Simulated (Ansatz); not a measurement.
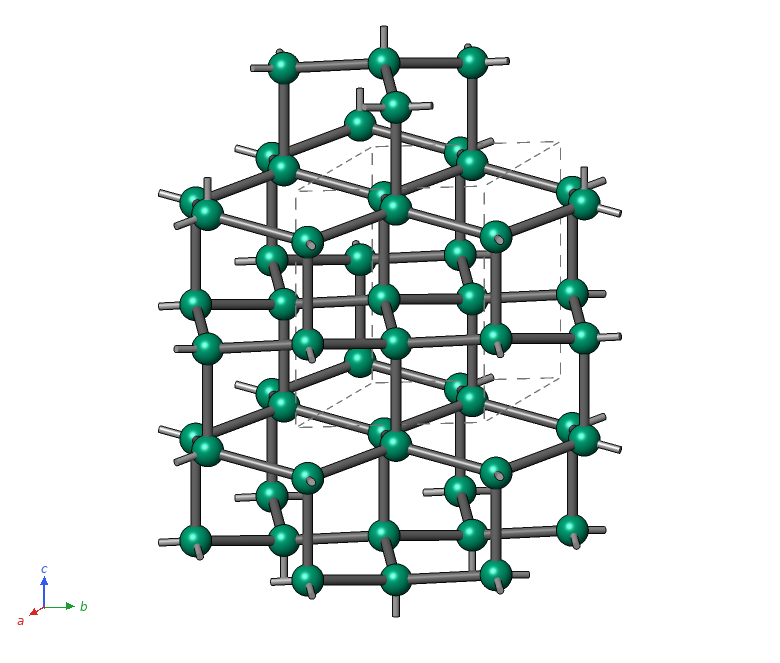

The picture shows a finite piece of the underlying net of a crystal structure, nodes on the atoms' positions. Nodes are coloured by topological kind. Edges to nodes outside the piece are drawn as stubs.

Classify the net: periodicity, connectivity, name.

Answer. A uninodal 4-connected, three-periodic net. It is the lon net, known from lonsdaleite, wurtzite and tridymite.

Give point symbol and coordination sequence.

Answer. 6⁶, sequence 4, 12, 25, 44, 67.

Where the net comes from. BiAs (space group P6_3mc, No. 186). Coordinates: the input geometry of an electronic-structure calculation (not necessarily at equilibrium); the starting structure was generated, so it need not be a known form of this composition. Bonds are taken as As–Bi below 3.3 Å; no other contact counts. Simplification: prune 0- and 1-connected atoms, fold 2-connected ones into links. As and Bi are 4-connected nodes.
